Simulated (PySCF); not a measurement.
**MoN (quartet): density, localisation and related maps**

```xyz
2

Mo    0.0000    0.0000   -0.2018
N     0.0000    0.0000    1.4112
```

⟨S²⟩ = 3.83, above the pure value of 3.75; core potentials replace the inner electrons of Mo.

Level of theory: PBE0/def2-TZVPPD, non-relativistic Hamiltonian with scalar-relativistic core potentials where named, at a bond length of 1.613 Å in PySCF.

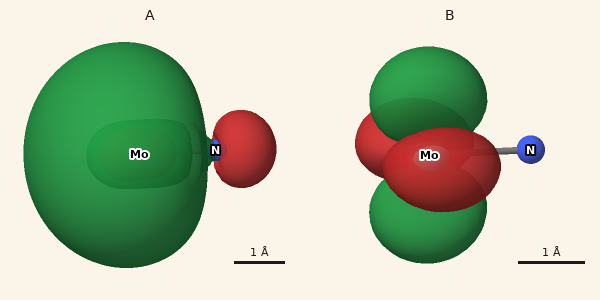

Figure 1. Two frontier α-spin orbitals, each drawn at the value that holds 80 % of its norm (green and red are the two phases), in no order; of a degenerate pair one member is drawn.

Question: Name the orbitals and rank them from lowest to highest energy.

Answer: Orbital B: δ, occupied in this spin, −6.79 eV; almost wholly on Mo.
Orbital A: σ, occupied in this spin, −5.55 eV; mainly on Mo (90 %).

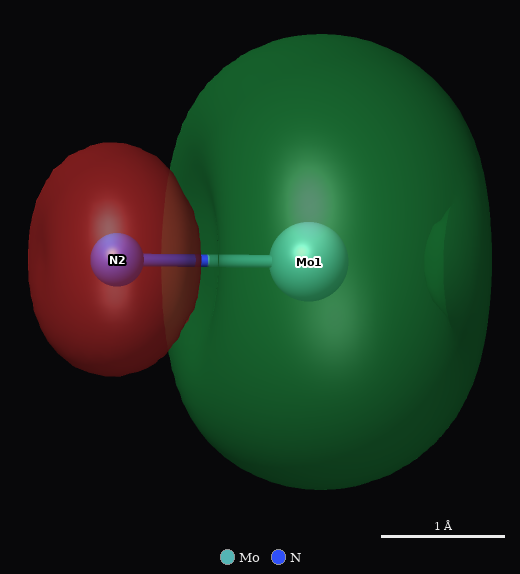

Figure 2. Isosurfaces of the spin density at +0.03 (green) and −0.03 e/Å³ (red), seen from one side.

Question: Describe the spin distribution.

Answer: The unpaired spin (3 electrons) lies mostly on Mo1 (about 3.3), in electrons by Hirshfeld's partition, with opposite, polarisation-induced spin on N2.

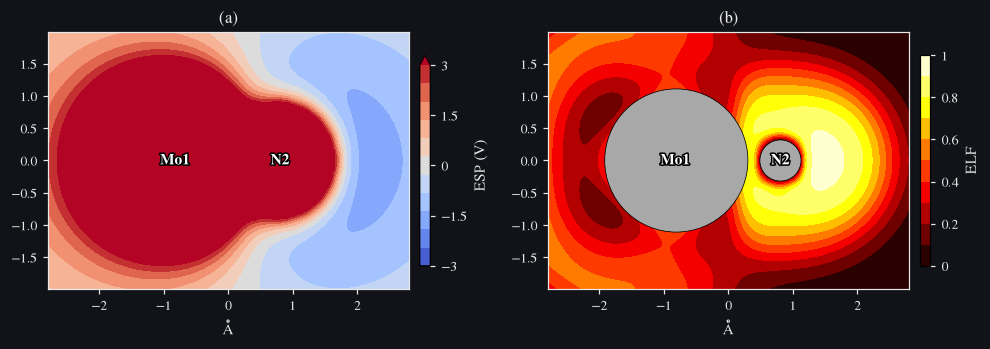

Figure 3. (a) electrostatic potential; (b) ELF on a plane that holds the molecular axis. Grey discs cover the atomic cores in the ELF map.

Question: What do the fields say about this system?

Answer: The plane passes through Mo and N nuclei.
Mo–N (1.61 Å): the ELF peaks at about 0.75 in the valence shell of N, 0.5 Å from its nucleus, and drops to about 0.55 between the two atoms.
Outside the dense part of the molecule the potential is most negative (−1.7 V) near N2.
